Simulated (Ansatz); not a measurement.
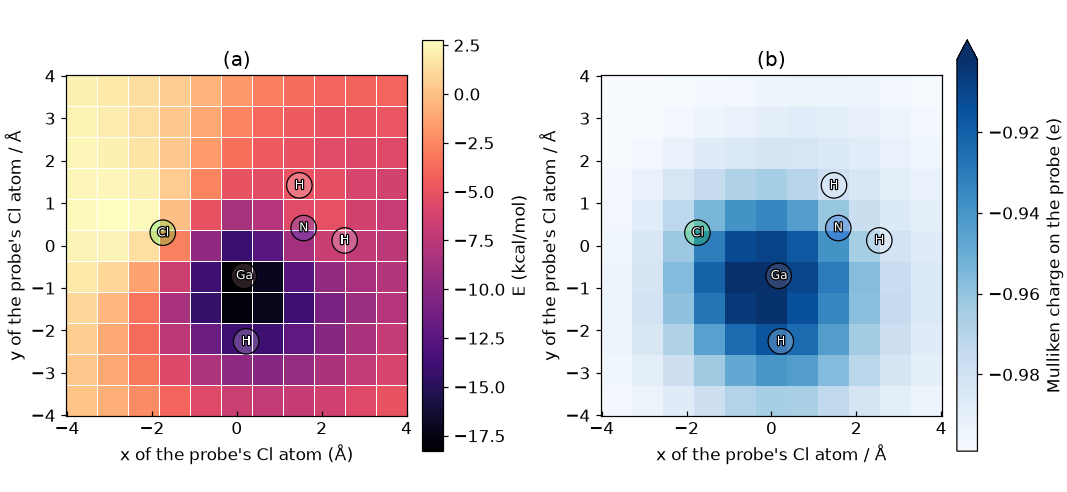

ClGaH₃N (SMILES [NH2][GaH][Cl]) with the probe Cl-. The probe is moved over a plane parallel to the molecule's main plane, 3.10 Å above it. The first coordinate is: x of the probe's Cl atom; the second: y of the probe's Cl atom. Nothing is relaxed (molecule and probe rigid). The scan uses an 11 × 11 grid. Points are written as (first, second). All energies are given in kcal/mol relative to molecule and probe far apart, each relaxed in its own basis (no counterpoise correction). The calculation used RKS PBE0-D4/def2-SVPD in Ansatz 0.2.0.

Panel (a) is the energy; panel (b) is the computed Mulliken charge on the probe, in e.

In the figure: one coloured cell a grid point, labelled circles for the molecule's atoms, projected on the plane.

> How does the Mulliken charge on the probe vary over the map, and what is it at the lowest grid point?

Leaving out the highest fifth of the energies, it runs from −1.00 e at (3.65 Å, 3.65 Å) to −0.90 e at (−0.73 Å, −0.73 Å) [nearest 1 Ga at 3.23 Å]. At the lowest grid point, (0.00 Å, −0.73 Å) [nearest 1 Ga at 3.10 Å], it is −0.90 e.
